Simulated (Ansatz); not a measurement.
**A ladder of methods for BSiH3OF2 (SMILES FB(F)O[SiH3])**

The species is BSiH3OF2 (8 atoms), meant as a singlet with charge 0. SMILES: `FB(F)O[SiH3]`. Geometry: optimised at r2SCAN/def2-SVP.

Quantity: the adiabatic ionisation energy (to the doublet cation, shapes relaxed at r2SCAN/def2-SVP, no zero-point term), in eV. The values are calculated.

```json
{"level": "HF/def2-SVP", "kind": "Hartree–Fock", "program": "Ansatz", "value (eV)": "11.06", "less CCSD(T)/def2-SVP": "-0.38"}
{"level": "PBE/def2-SVP", "kind": "GGA", "program": "Ansatz", "value (eV)": "10.84", "less CCSD(T)/def2-SVP": "-0.60"}
{"level": "r2SCAN/def2-SVP", "kind": "meta-GGA", "program": "Ansatz", "value (eV)": "11.07", "less CCSD(T)/def2-SVP": "-0.37"}
{"level": "B3LYP/def2-SVP", "kind": "global hybrid", "program": "Ansatz", "value (eV)": "11.22", "less CCSD(T)/def2-SVP": "-0.22"}
{"level": "wB97M-V/def2-SVP", "kind": "range-separated hybrid", "program": "Ansatz", "value (eV)": "11.43", "less CCSD(T)/def2-SVP": "-0.01"}
{"level": "MP2/def2-SVP", "kind": "perturbation theory", "program": "Ansatz", "value (eV)": "11.46", "less CCSD(T)/def2-SVP": "+0.02"}
{"level": "CCSD(T)/def2-SVP", "kind": "coupled cluster or CI", "program": "Ansatz", "value (eV)": "11.44", "less CCSD(T)/def2-SVP": "0.00"}
```

Differences are taken from CCSD(T)/def2-SVP for orientation; it has basis-set and higher-order errors of its own. The values span 10.84 to 11.46 eV.

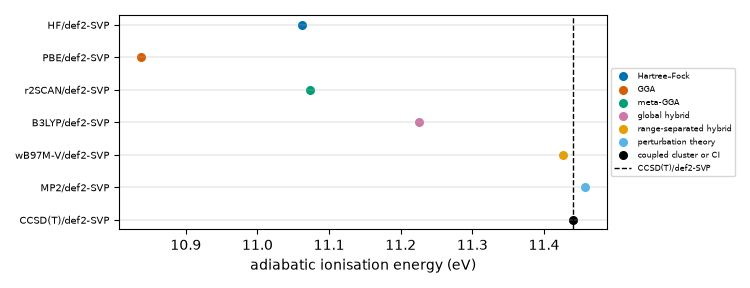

The values of the table, level by level.
